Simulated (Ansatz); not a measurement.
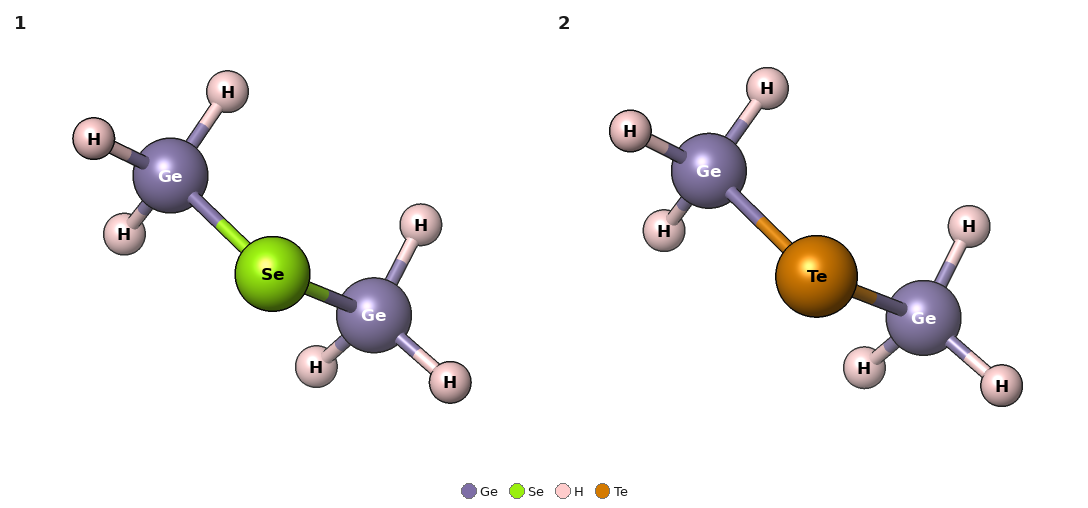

2 molecules with one skeleton, seen from the same side and at one scale. Each species is neutral and a spin singlet. Computed geometries: PBE0-D4/def2-TZVP optimisations, one conformation each. Properties computed with Ansatz 0.2.0. Elements past Kr carry core potentials.

One atom differs, called X below: Se in panel 1, Te in panel 2. Their formulas are Ge2H6Se (`[GeH3][Se][GeH3]`), Ge2H6Te (`[GeH3][Te][GeH3]`).

**In which is the HOMO energy (Kohn–Sham orbital) higher (ωB97M-V/def2-SVP)?**

In panel 2 (X = Te).

**In which is the dipole moment larger (PBE0-D4/def2-TZVP)?**

In panel 1 (X = Se).

Give the values. With PBE0-D4/def2-TZVP: mean length of X–Ge (Å), angle Ge–X–Ge (°), dipole moment (D), harmonic zero-point energy (kJ/mol). With ωB97M-V/def2-SVP: HOMO energy (Kohn–Sham orbital) (eV), HOMO–LUMO gap (eV).

```tsv
quantity	1 (Se)	2 (Te)	2 − 1
mean length of X–Ge (Å)	2.354	2.555	+0.201
angle Ge–X–Ge (°)	95.5	91.9	−3.6
dipole moment (D)	1.14	0.80	−0.34
harmonic zero-point energy (kJ/mol)	125.8	123.9	−1.9
HOMO energy (Kohn–Sham orbital) (eV)	−8.86	−8.32	+0.54
HOMO–LUMO gap (eV)	10.54	9.47	−1.07
```
